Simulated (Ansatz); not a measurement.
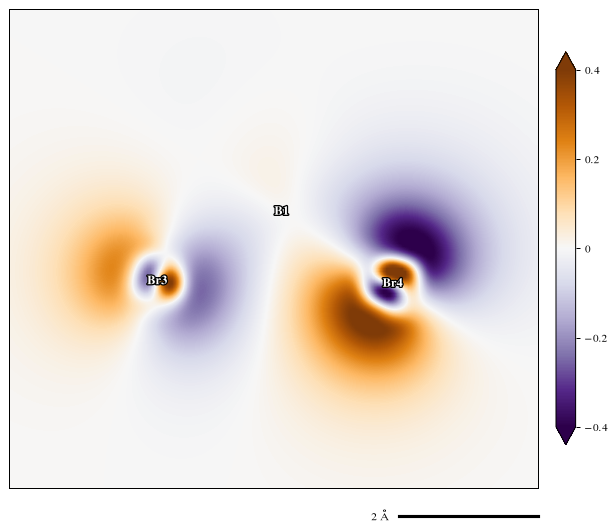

The picture shows: BBr3 (triplet). The HOMO (β) on the plane of atoms Br3, B1 and Br4 (values in Å⁻³ᐟ²; the overall sign is arbitrary).

Geometry: PBE0-D3(BJ)/def2-SVP.

Theory: isolated molecule in a Gaussian basis; Kohn-Sham density functional theory, functional PBE0 (Ansatz 0.2.0).

```yaml
atoms:
  - { symbol: B, position_ang: [-0.0887, -0.7795, 0.3906] }
  - { symbol: Br, position_ang: [0.8556, 1.0484, 0.4966] }
  - { symbol: Br, position_ang: [-1.0046, -0.0732, -1.3142] }
  - { symbol: Br, position_ang: [-1.2068, -1.2992, 1.8610] }
```

### Where does this orbital lie, and at what energy?

It lies mainly on Br4 (about 70 %), Br2 (about 10 %) and Br3 (about 10 %); largely a lone pair of Br4. Its energy is −8.41 eV.
